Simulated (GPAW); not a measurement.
# Surface energy and work function of Ca(111) from slabs of 3 to 12 layers (RPBE)

How do energy and work function of Ca(111) films settle with thickness, and what surface energy follows?

How it was computed: GPAW 26.7.0, plane waves at 450 eV with PAW setups; symmetric 1×1 slabs cut at the tabulated lattice constant (two decimals; low-temperature values for the alkali metals), atoms at bulk places, 7.5 Å of vacuum on each side, one in-plane mesh for all thicknesses, Fermi-Dirac smearing of 0.1 eV. Energies are extrapolated to zero smearing and count from the program's reference atoms. Functional RPBE. The cell's area is 13.482 Å².

Results, with one row withheld:

| layers | energy (eV) | work function (eV) |
| --- | --- | --- |
| 3 | −4.8213 | 2.95 |
| 4 | −6.6687 | 2.96 |
| 5 | −8.5135 | 2.95 |
| 6 | −10.3610 | 2.95 |
| 7 | −12.2064 | 2.94 |
| 8 | −14.0509 | 2.94 |
| 9 | −15.8966 | 2.94 |
| 10 | −17.7420 | 2.93 |
| 11 | −19.5860 | 2.94 |
| 12 | ? | ? |

To predict: What surface energy do these runs give, and what energy and work function should the 12-layer slab have?

Worked answer. A slab of n layers has E(n) = nε + 2Aγ once its middle is bulk-like. A line through n = 6 to 11 has the slope ε = −1.8451 eV a layer and the intercept 2Aγ = 0.7093 eV (r.m.s. residual 0.4 meV). So γ = 0.7093 / (2 × 13.482 Å²) = 0.0263 eV/Å² = 0.42 J/m², with a standard error of under 0.01 J/m² from the scatter about the line. For 12 layers: 0.7093 + 12 × (−1.8451) = −21.432 eV; the run gives −21.432 eV, 0.2 meV under the line. The work function has no such law: from 6 to 11 layers it moves between 2.93 and 2.95 eV (mean 2.94), and the 12-layer slab gives 2.94 eV. The thinnest slab, 3 layers, lies +0.01 eV from that mean.

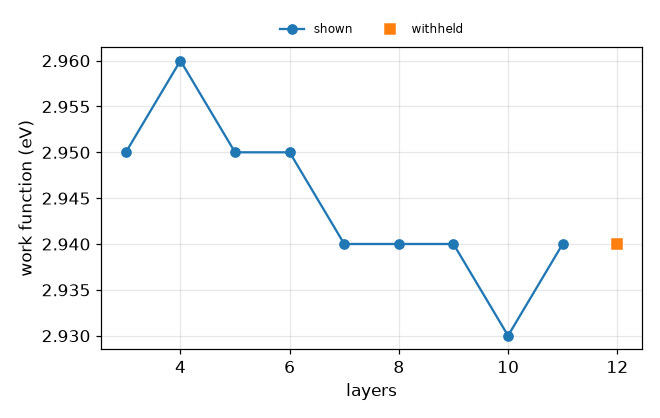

Work function against thickness.

Caveats: The surfaces are unrelaxed, so γ is an upper bound for this functional and lattice constant. The tabulated lattice constant isn't the functional's own, which strains the slab a little.
